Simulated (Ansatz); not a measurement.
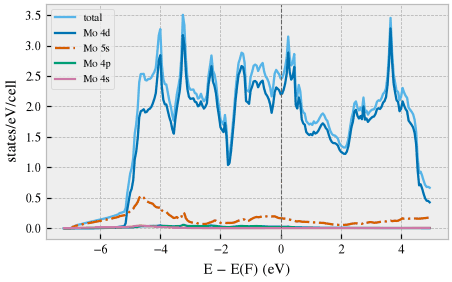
Fig. 1. Total and projected density of states of Mo (hcp (Mg type), P6_3/mmc), LDA in the plane-wave PAW code Ansatz

### Question
Which orbitals carry the states next to the Fermi level?

### Answer
Within 0.5 eV of the Fermi level: Mo 4d 90 %, Mo 5s 6 %. Projections are on Löwdin-orthogonalised atomic valence shells; empty p or d shells of many metals are not among them.

### Question
Where is the tallest occupied peak in this window, and what makes it?

### Answer
Near -3.2 eV, about 3.5 states/eV per cell; the largest projected share is Mo 4d.

The workflow started from a Materials Project entry (that database holds measured and hypothetical structures alike); the Crystallography Open Database copy checked does not list it. It is not the phase usual at ambient conditions (space group No. 229). Symmetry was held in the LDA relaxation; phonons show weakly imaginary modes. The run is not spin-polarised. Scalar-relativistic: spin–orbit coupling is off unless named, which matters more the heavier the elements.

Potentials: the later of the program's two PAW sets.
